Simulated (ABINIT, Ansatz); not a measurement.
## Quasiparticle gap of CO2 (P4_2/mnm) in ABINIT

Wanted: ground state, empty states, screening and self-energy for CO2 (P4_2/mnm).

Main program and level: ABINIT 10.8.3; LDA and many-body steps on it, plane waves.

### Step 1. The starting structure

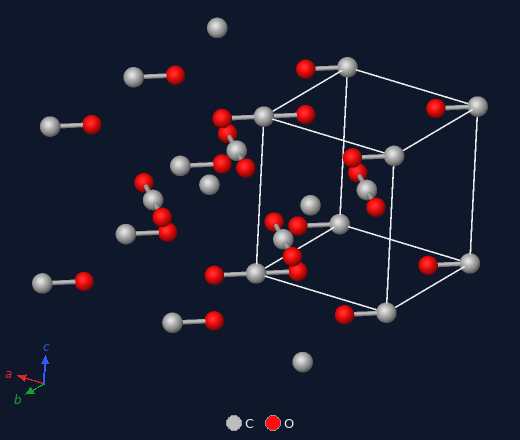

The starting structure, seen from a free direction (carbon light grey, oxygen red). 2×2×1 cells are drawn. Bonds to atoms that aren't drawn are left out. Some periodic images of atoms are drawn too.

The cell and positions are those that the Materials Project relaxed with its own functionals (PBE, PBE+U or r2SCAN), kept fixed.

### Step 2. Ground state

This step: ABINIT 10.8.3; DFT, LDA, plane waves, norm-conserving pseudopotentials.

The ground-state density comes first.

Input file run.abi:

```
acell 3*1.0 Angstrom
rprim 
  4.227212790000 0.000000000000 0.000000000000
  0.000000000000 4.227212790000 0.000000000000
  0.000000000000 0.000000000000 4.687771590000
ntypat 2
znucl 6 8
natom 6
typat 1 1 2 2 2 2
xred 
  0.500000000000 0.500000000000 0.500000000000
  0.000000000000 0.000000000000 0.000000000000
  0.304826860000 0.695173140000 0.500000000000
  0.695173140000 0.304826860000 0.500000000000
  0.195173140000 0.195173140000 0.000000000000
  0.804826860000 0.804826860000 0.000000000000
pp_dirpath "pseudos"
pseudos "C.upf, O.upf"
ecut 37
ngkpt 6 6 4
nshiftk 1
shiftk 0 0 0
kptopt 1
chksymbreak 0
nband 23
occopt 1
tolvrs 1e-10
nstep 60
prtwf 0
optforces 0
optstress 0
indata_prefix "in"
outdata_prefix "out"
tmpdata_prefix "tmp"
```

The run is started by

```console
$ OMP_NUM_THREADS=1 mpirun -n 4 abinit run.abi > log
```

Numbers of over 12 decimals in the logs are rounded to 6 here.

Output:

```text
.Version 10.8.3 of ABINIT. v10.8.2 released Aug 2026.

 Symmetries : space group P4_2/m n m (#136); Bravais tP (primitive tetrag.)
================================================================================
 Values of the parameters that define the memory need of the present run
     intxc =       0    ionmov =       0      iscf =       7    lmnmax =       5
     lnmax =       5     mgfft =      50  mpssoang =       3    mqgrid =    3001
     natom =       6  nloc_mem =       1    nspden =       1   nspinor =       1
    nsppol =       1      nsym =      16    n1xccc =    2501    ntypat =       2
    occopt =       1   xclevel =       1
-    mband =          23        mffmem =           1         mkmem =           8
       mpw =        6100          nfft =      101250          nkpt =          30
================================================================================
  Rough estimation (10% accuracy) of disk space for files :
================================================================================

--------------------------------------------------------------------------------
------------- Echo of variables that govern the present computation ------------
--------------------------------------------------------------------------------
 -outvars: echo values of preprocessed input variables --------
            acell      1.8897261259E+00  1.8897261259E+00  1.8897261259E+00 Bohr

      chksymbreak           0
             ecut      3.70000000E+01 Hartree
-          fftalg         312

              ixc       -1012
              kpt      0.00000000E+00  0.00000000E+00  0.00000000E+00
                       1.66666667E-01  0.00000000E+00  0.00000000E+00
                       3.33333333E-01  0.00000000E+00  0.00000000E+00
                       5.00000000E-01  0.00000000E+00  0.00000000E+00
                       1.66666667E-01  1.66666667E-01  0.00000000E+00
                       3.33333333E-01  1.66666667E-01  0.00000000E+00
                       5.00000000E-01  1.66666667E-01  0.00000000E+00
                       3.33333333E-01  3.33333333E-01  0.00000000E+00
                       5.00000000E-01  3.33333333E-01  0.00000000E+00
   [... 19 further rows ...]
                       5.00000000E-01  3.33333333E-01  5.00000000E-01
                       5.00000000E-01  5.00000000E-01  5.00000000E-01
         kptrlatt        6    0    0      0    6    0      0    0    4
          kptrlen      3.54344178E+01
P           mkmem           8
            natom           6
            nband          23
            ngfft          45      45      50
             nkpt          30
            nstep          60
             nsym          16
           ntypat           2
              occ      2.000000  2.000000  2.000000  2.000000  2.000000  2.000000
                       2.000000  2.000000  2.000000  2.000000  2.000000  2.000000
                       2.000000  2.000000  2.000000  2.000000  0.000000  0.000000
                       0.000000  0.000000  0.000000  0.000000  0.000000
        optforces           0
        optstress           0
            prtwf           0
            rprim      4.2272127900E+00  0.0000000000E+00  0.0000000000E+00
[...]
spgroup         136

           tolvrs      1.00000000E-10

             xred      5.0000000000E-01  5.0000000000E-01  5.0000000000E-01
[...]
znucl        6.00000    8.00000

================================================================================

 chkinp: Checking input parameters for consistency.

================================================================================
== DATASET  1 ==================================================================
-   mpi_nproc: 4, omp_nthreads: 1 (-1 if OMP is not activated)

--- !DatasetInfo
iteration_state: {dtset: 1, }
dimensions: {natom: 6, nkpt: 30, mband: 23, nsppol: 1, nspinor: 1, nspden: 1, mpw: 6100, }
cutoff_energies: {ecut:  37.0, pawecutdg:  -1.0, }
electrons: {nelect:   3.20000000E+01, charge:   0.00000000E+00, occopt:   1.00000000E+00, tsmear:   1.00000000E-02, }

 Real(R)+Recip(G) space primitive vectors, cartesian coordinates (Bohr,Bohr^-1):
 R(1)=  7.9882744  0.0000000  0.0000000  G(1)=  0.1251835  0.0000000  0.0000000
 R(2)=  0.0000000  7.9882744  0.0000000  G(2)=  0.0000000  0.1251835  0.0000000
 R(3)=  0.0000000  0.0000000  8.8586044  G(3)=  0.0000000  0.0000000  0.1128846
 Unit cell volume ucvol=  5.6528995E+02 bohr^3
 Angles (23,13,12)=  9.00000000E+01  9.00000000E+01  9.00000000E+01 degrees

 getcut: wavevector=  0.0000  0.0000  0.0000  ngfft=  45  45  50
         ecut(hartree)=     37.000   => boxcut(ratio)=   2.01156

--- Pseudopotential description ------------------------------------------------
- C Generated using ONCVPSP code by D. R. Hamann
-  6.00000   4.00000  180309                  znucl, zion, pspdat
12 -1012 1 -1 1234                            pspcod,pspxc,lmax,lloc,mmax
     nproj     2     2     0
  pspatm : epsatm=    4.35103003
         --- l  ekb(1:nproj) -->
[...]
pspatm: atomic psp has been read  and splines computed

- O Generated using ONCVPSP code by D. R. Hamann
-  8.00000   6.00000  201201                  znucl, zion, pspdat
12 -1012 2 -1 926                             pspcod,pspxc,lmax,lloc,mmax
     nproj     2     2     1
  pspatm : epsatm=    6.27558587
         --- l  ekb(1:nproj) -->
[...]
2   -1.033686
 pspatm: atomic psp has been read  and splines computed

   1.08174091E+03                                ecore*ucvol(ha*bohr**3)
--------------------------------------------------------------------------------

_setup2: Arith. and geom. avg. npw (full set) are    6077.479    6077.469

================================================================================

--- !BeginCycle
iteration_state: {dtset: 1, }
solver: {iscf: 7, nstep: 60, nline: 4, wfoptalg: 0, }
tolerances: {tolvrs: 1.00E-10, }

     iter   Etot(hartree)      deltaE(h)  residm     vres2
 ETOT  1  -77.784312599156    -7.778E+01 1.094E-01 4.000E+02
 ETOT  2  -77.787325610764    -3.013E-03 2.953E-02 5.172E+02
 ETOT  3  -78.022330785512    -2.350E-01 3.904E-03 1.091E+01
 ETOT  4  -78.025818961522    -3.488E-03 7.771E-04 3.476E-01
 ETOT  5  -78.025936416364    -1.175E-04 1.068E-04 4.033E-03
 ETOT  6  -78.025937043514    -6.272E-07 2.396E-04 1.710E-04
 ETOT  7  -78.025937066144    -2.263E-08 3.687E-05 9.180E-06
 ETOT  8  -78.025937066989    -8.450E-10 1.025E-04 6.092E-07
 ETOT  9  -78.025937067095    -1.054E-10 1.879E-05 2.063E-08
 ETOT 10  -78.025937067099    -4.434E-12 5.764E-05 1.377E-10
 ETOT 11  -78.025937067098     6.253E-13 1.282E-05 2.489E-12

 At SCF step   11       vres2   =  2.49E-12 < tolvrs=  1.00E-10 =>converged.

--- !ResultsGS
iteration_state: {dtset: 1, }
comment   : Summary of ground state results
lattice_vectors:
- [  7.9882744,   0.0000000,   0.0000000, ]
- [  0.0000000,   7.9882744,   0.0000000, ]
- [  0.0000000,   0.0000000,   8.8586044, ]
lattice_lengths: [   7.98827,    7.98827,    8.85860, ]
lattice_angles: [ 90.000,  90.000,  90.000, ] # degrees, (23, 13, 12)
lattice_volume:   5.6528995E+02
convergence: {deltae:  6.253E-13, res2:  2.489E-12, residm:  1.282E-05, diffor:  0.000E+00, }
etotal    :  -7.80259371E+01
entropy   :   0.00000000E+00
fermie    :  -1.26518767E-01
cartesian_stress_tensor: null
pressure_GPa: null
xred      :
- [  5.0000E-01,   5.0000E-01,   5.0000E-01,  C]
- [  0.0000E+00,   0.0000E+00,   0.0000E+00,  C]
- [  3.0483E-01,   6.9517E-01,   5.0000E-01,  O]
- [  6.9517E-01,   3.0483E-01,   5.0000E-01,  O]
- [  1.9517E-01,   1.9517E-01,   0.0000E+00,  O]
- [  8.0483E-01,   8.0483E-01,   0.0000E+00,  O]
cartesian_forces: null
force_length_stats: {min: null, max: null, mean: null, }

 Integrated electronic density in atomic spheres:
 ------------------------------------------------
 Atom  Sphere_radius  Integrated_density
[...]
================================================================================

 ----iterations are completed or convergence reached----

 Mean square residual over all n,k,spin=   42.242E-09; max=  12.822E-06
 reduced coordinates (array xred) for    6 atoms
[...]
0.000000000000      0.000000000000      0.000000000000
       0.304826860000      0.695173140000      0.500000000000
       0.695173140000      0.304826860000      0.500000000000
       0.195173140000      0.195173140000      0.000000000000
       0.804826860000      0.804826860000      0.000000000000
 rms dE/dt=  0.0000E+00; max dE/dt=  0.0000E+00; dE/dt below (all hartree)
    1       0.000000000000      0.000000000000      0.000000000000
    2       0.000000000000      0.000000000000      0.000000000000
    3       0.000000000000      0.000000000000      0.000000000000
    4       0.000000000000      0.000000000000      0.000000000000
    5       0.000000000000      0.000000000000      0.000000000000
    6       0.000000000000      0.000000000000      0.000000000000

 cartesian coordinates (angstrom) at end:
    1      2.113606     2.113606     2.343886
    2      0.000000     0.000000     0.000000
    3      1.288568     2.938645     2.343886
    4      2.938645     1.288568     2.343886
    5      0.825038     0.825038     0.000000
    6      3.402174     3.402174     0.000000
 length scales=  1.889726125908  1.889726125908  1.889726125908 bohr
              =  1.000000000000  1.000000000000  1.000000000000 angstroms
 prteigrs : about to open file out_EIG
 Fermi (or HOMO) energy (hartree) =  -0.12652   Average Vxc (hartree)=  -0.32463
 Eigenvalues (hartree) for nkpt=  30  k points:
 kpt#   1, nband= 23, wtk=  0.00694, kpt=  0.0000  0.0000  0.0000 (reduced coord)
  -0.87984   -0.86823   -0.83707   -0.83707   -0.32786   -0.31534   -0.30740   -0.28444
  -0.28444   -0.25674   -0.25674   -0.25466   -0.17966   -0.14723   -0.14439   -0.14439
   0.10591    0.14334    0.15946    0.15946    0.20354    0.26142    0.35455
 prteigrs : prtvol=0 or 1, do not print more k-points.

--- !EnergyTerms
iteration_state     : {dtset: 1, }
comment             : Components of total free energy in Hartree
kinetic             :  5.20797997833195E+01
hartree             :  2.81140406645523E+01
xc                  : -2.04342517257618E+01
Ewald energy        : -4.16137102671031E+01
psp_core            :  1.91360365243891E+00
local_psp           : -8.68887491734362E+01
non_local_psp       : -1.11966700011080E+01
total_energy        : -7.80259370670984E+01
total_energy_eV     : -2.12319391073742E+03
band_energy         : -1.26554942826633E+01

== END DATASET(S) ==============================================================
================================================================================

 -outvars: echo values of variables after computation  --------
           etotal     -7.8025937067E+01
            nband          23
             nkpt          30
          spgroup         136
 [... the other variables as echoed above ...]

 Calculation completed.
```

The job ended after 38 s (4 MPI ranks of AMD EPYC 7R32 (Zen 2), shared host; peak memory 0.44 GiB).

Numbers from this step:

```yaml
total_energy: -2123.1939 eV
gap: 6.325 eV
k_of_the_valence_top: 0.5, 0.5, 0.5
k_of_the_conduction_bottom: 0, 0, 0
least_direct_gap: 6.811 eV
```

The gap is indirect, with the least direct gap 0.49 eV higher.

(Continued in part 2 of 3.)

[Paths, hosts, dates, memory and timing lines, banners, echoed tables and standing remarks are left out of the program output.]

[Logs are printed without paths, hosts, clocks, repeated set-up lines and the standing remarks that a program may print on its own settings, such as how far it seeks lower states.]

[Runs of the session that timed out or met a known fault of the program may be left out.]

[Hosts, paths, dates, database ids (printed as entryN), source tags and the programs' standing remarks are cut or masked in the printed files.]

[G0W0 gaps are taken among the corrected bands and points alone; a level outside them can change the order at an edge.]

[Where Ansatz stands beside ABINIT at settings called matched, ABINIT's density can come from a denser mesh and the files from another edition; pairs whose starting gaps differed by over 0.03 eV were left out, so agreement reads better than it is.]
